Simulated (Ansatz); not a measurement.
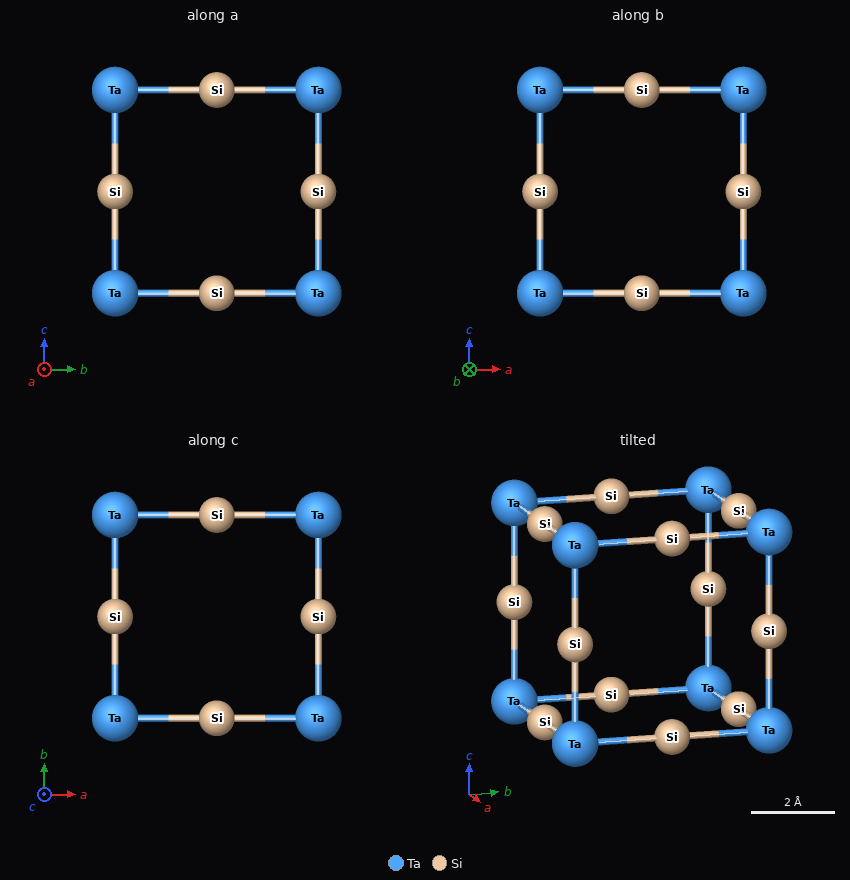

This ball-and-stick model is shown along the a axis, along the b axis, along the c axis and slightly off an axis. The edges of the conventional unit cell are marked.

Lattice parameters: a = 4.909 Å, b = 4.909 Å, c = 4.909 Å, α = 90.00°, β = 90.00°, γ = 90.00°. Put a along x and b in the xy plane.

Question: Set out the cell and atoms as a POSCAR file.

Answer:
```
Ta Si
1.0
     4.909    0.000    0.000
     0.000    4.909    0.000
     0.000    0.000    4.909
Ta Si
1 3
Direct
  0.0000 0.0000 0.0000
  0.5000 0.0000 0.0000
  0.0000 0.5000 0.0000
  0.0000 0.0000 0.5000
```

Provenance: a random cell made by a generator, so it need not be a real form of the compound. Earlier steps of the study may have refined or changed the cell and positions. Ansatz was used for an electronic-structure calculation on it.
